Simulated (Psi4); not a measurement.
**wB97M-V/def2-SVPD run of AlH2O2F (SMILES [OH][Al]([OH])[F])**

Aim: the vertical singlet–triplet gap of AlH2O2F at wB97M-V/def2-SVPD, from 2 runs. 

Program for the calculation: Psi4 1.11.

1 further run of the same task is left out (set aside as unsound or not needed).

## 1. The molecule

The species is AlH2O2F (6 atoms), meant as a singlet with charge 0. SMILES: `[OH][Al]([OH])[F]`. Geometry: relaxed at PBE0-D4/def2-TZVP. This is one conformer, not always the lowest.

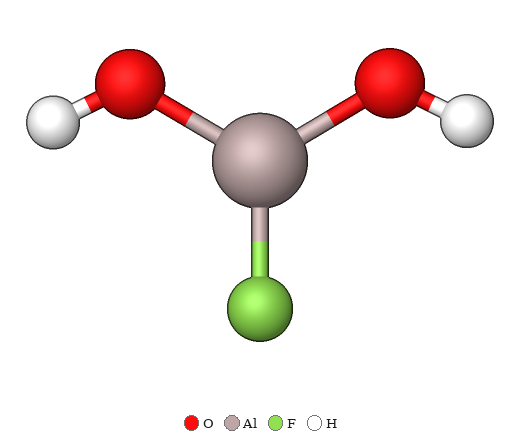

Viewed from a chosen angle; oxygen red, aluminium light grey, fluorine green, hydrogen white.

## 2. The energy at wB97M-V/def2-SVPD

The input, input.in:

```
memory 1600 mb

molecule molecule1 {
  0 1
  O
  Al 1 1.679746
  O 2 1.679812 1 118.5184
  F 2 1.647414 1 120.74242 3 179.99465
  H 1 0.955166 2 122.91636 4 0.00113
  H 3 0.955183 2 122.91756 4 0.00204
  symmetry c1
  no_reorient
  no_com
}

set basis def2-SVPD
set puream true
set e_convergence 1e-09
set d_convergence 1e-08
set scf_type pk
set dft_radial_points 99
set dft_spherical_points 590

e_tot, wfn = energy('wb97m-v', return_wfn=True)
```

On the command line:

```sh
psi4 input.in input.out -n 1
```

input.out, cut to the lines that bear on the results:

```text
[...]
  Running in c1 symmetry.
[...]
  Nuclear repulsion =  161.360133063861895
[...]
  Multiplicity = 1
[...]
  Nalpha       = 20
  Nbeta        = 20
[...]
    Number of basis functions: 109
[...]
   @RKS iter   1:  -493.43575492771703   -8.10468e-01   8.91135e-03 DIIS/ADIIS
[...]
   @RKS iter  11:  -493.78958687575317   -2.16005e-12   9.04821e-09 DIIS
[...]
    Orbital Energies [Eh]
    ---------------------
    Doubly Occupied:
       1A    -56.336794     2A    -24.893614     3A    -19.349364
       4A    -19.349334     5A     -4.324955     6A     -2.844907
       7A     -2.841268     8A     -2.838944     9A     -1.269047
      10A     -1.109353    11A     -1.100773    12A     -0.649660
      13A     -0.601289    14A     -0.579561    15A     -0.536581
      16A     -0.534854    17A     -0.472548    18A     -0.460628
      19A     -0.458805    20A     -0.441759
[...]
  @RKS Final Energy:  -493.78958687575317
   => Energetics <=
    Nuclear Repulsion Energy =            161.3601330638618947
    One-Electron Energy =               -1006.4315300788180139
    Two-Electron Energy =                 386.0765184522194886
    DFT Exchange-Correlation Energy =     -34.9617541129444049
    Empirical Dispersion Energy =           0.0000000000000000
    VV10 Nonlocal Energy =                  0.1670457999278241
    Total Energy =                       -493.7895868757531730
[...]
 Multipole Moments:
 ------------------------------------------------------------------------------------
     Multipole            Electronic (a.u.)      Nuclear  (a.u.)        Total (a.u.)
 ------------------------------------------------------------------------------------
 L = 1.  Multiply by 2.5417464519 to convert [e a0] to [Debye]
 Dipole X            :         -0.0000519            0.0000033           -0.0000486
 Dipole Y            :          2.3115841           -2.0439252            0.2676589
 Dipole Z            :          1.3745563           -1.2155264            0.1590299
 Magnitude           :                                                    0.3113388
[...]
```

Wall time 100 s (1 thread of Intel Xeon 6975P-C (Granite Rapids), shared host); peak memory 0.7 GiB.

## 3. The triplet

The input, alfh2o2.xyz:

```xyz
6
AlFH2O2
O     -0.572600     1.327600    -0.678800
Al    -0.045500    -0.145500    -0.067500
O      1.058000    -0.139600     1.199000
F     -0.598500    -1.564400    -0.695900
H     -1.198300     1.397500    -1.397100
H      1.399100    -0.939600     1.594000
```

The input, run.py:

```python
import psi4

psi4.set_memory(1600000000)
psi4.set_num_threads(1)
psi4.set_output_file('alfh2o2.out', False)

with open('alfh2o2.xyz') as f:
    atoms = ''.join(f.readlines()[2:])
m = psi4.geometry('0 3\n' + atoms + 'symmetry c1')

psi4.set_options({
    'reference': 'uks',
    'puream': True,
    'e_convergence': 1e-09,
    'd_convergence': 1e-08,
    'scf_type': 'pk',
    'dft_radial_points': 99,
    'dft_spherical_points': 590,
    'maxiter': 200,
})

e_tot, wfn = psi4.energy('wb97m-v/def2-SVPD', molecule=m, return_wfn=True)
print('E =', round(e_tot, 9))
```

On the command line:

```sh
python run.py
```

alfh2o2.out, cut to the lines that bear on the results:

```text
[...]
  Running in c1 symmetry.
[...]
  Nuclear repulsion =  161.360137223680454
[...]
  Multiplicity = 3
[...]
  Nalpha       = 21
  Nbeta        = 19
[...]
    Number of basis functions: 109
[...]
   @UKS iter   1:  -493.31171750371999   -6.86430e-01   6.67691e-03 DIIS/ADIIS
[...]
   @UKS iter  52:  -493.51905431256455   -8.13998e-11   5.53230e-09 DIIS
[...]
   @S^2 Observed:                2.014011468E+00
[...]
    Orbital Energies [Eh]
    ---------------------
    Alpha Occupied:
       1A    -56.341920     2A    -24.876371     3A    -19.484885
       4A    -19.437315     5A     -4.331624     6A     -2.848344
       7A     -2.847906     8A     -2.847221     9A     -1.253954
      10A     -1.232647    11A     -1.188242    12A     -0.741020
      13A     -0.686986    14A     -0.601420    15A     -0.597949
      16A     -0.566315    17A     -0.548450    18A     -0.539830
      19A     -0.512754    20A     -0.507149    21A     -0.177338
    Alpha Virtual:
      22A      0.044374    23A      0.046351    24A      0.069040
      25A      0.086473    26A      0.106577    27A      0.117552
[...]
  @UKS Final Energy:  -493.51905431256455
   => Energetics <=
    Nuclear Repulsion Energy =            161.3601372236804536
    One-Electron Energy =               -1004.6865068926636013
    Two-Electron Energy =                 384.5085017616751770
    DFT Exchange-Correlation Energy =     -34.8671450805467487
    Empirical Dispersion Energy =           0.0000000000000000
    VV10 Nonlocal Energy =                  0.1659586752901896
    Total Energy =                       -493.5190543125645490
[...]
 Multipole Moments:
 ------------------------------------------------------------------------------------
     Multipole            Electronic (a.u.)      Nuclear  (a.u.)        Total (a.u.)
 ------------------------------------------------------------------------------------
 L = 1.  Multiply by 2.5417464519 to convert [e a0] to [Debye]
 Dipole X            :         -0.6668156            0.7981690            0.1313534
 Dipole Y            :         -1.4617801            2.0481412            0.5863612
 Dipole Z            :         -0.7586466            0.9072918            0.1486452
 Magnitude           :                                                    0.6190061
[...]
```

The script printed:

```text
E = -493.519054313
```

It took 6.4 min on 1 thread of Intel Xeon 6975P-C (Granite Rapids), shared host; peak memory 0.72 GiB.

## 4. Outcome

At wB97M-V/def2-SVPD:

| quantity | value |
| --- | --- |
| singlet: total energy | -493.78959 Eh |
| singlet: dipole moment | 0.79 D |
| singlet: HOMO energy | -12.02 eV |
| singlet: LUMO energy | 0.05 eV |
| singlet: HOMO–LUMO gap | 12.08 eV |
| triplet: total energy | -493.51905 Eh |
| triplet: dipole moment | 1.57 D |
| triplet: HOMO energy (highest over α and β) | -4.83 eV |
| triplet: ⟨S²⟩ | 2.014 |
| vertical energy of the triplet above the singlet | 7.362 eV |

What this shows: At this shape the triplet lies 7.36 eV (170 kcal/mol) above the singlet.
